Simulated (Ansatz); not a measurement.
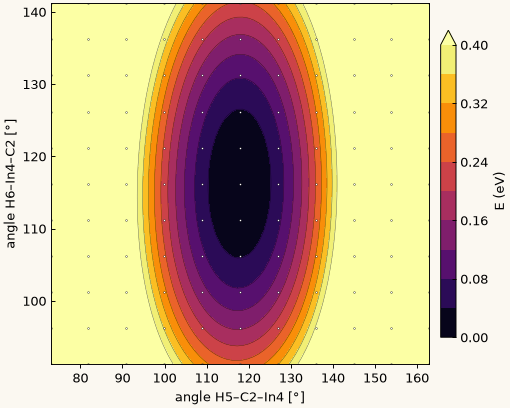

CH₃Cl₂In, SMILES Cl[CH](Cl)[InH2]. 
- First axis: angle H5–C2–In4. Second axis: angle H6–In4–C2.
- Nothing is relaxed (all other coordinates rigid).
- The grid has 11 × 11 points.
- Points are written as (first, second).
- Energies are in eV, from the relaxed molecule at the same level.
- All numbers below come from Ansatz, RKS PBE0-D4/def2-TZVP.

The picture shows filled contours, dots at the grid points, one colour for all values above the top of the scale. Between grid points the surface is interpolated.

**Where is the minimum, and how stiff is the well along each coordinate?**

The interpolated minimum is at angle H5–C2–In4 ≈ 118°, angle H6–In4–C2 ≈ 116.2°. The curvatures there are about 4.7 eV/rad² and 2.4 eV/rad², with a cross term of about −0.08 eV/rad². Round the minimum the two coordinates are nearly uncoupled.
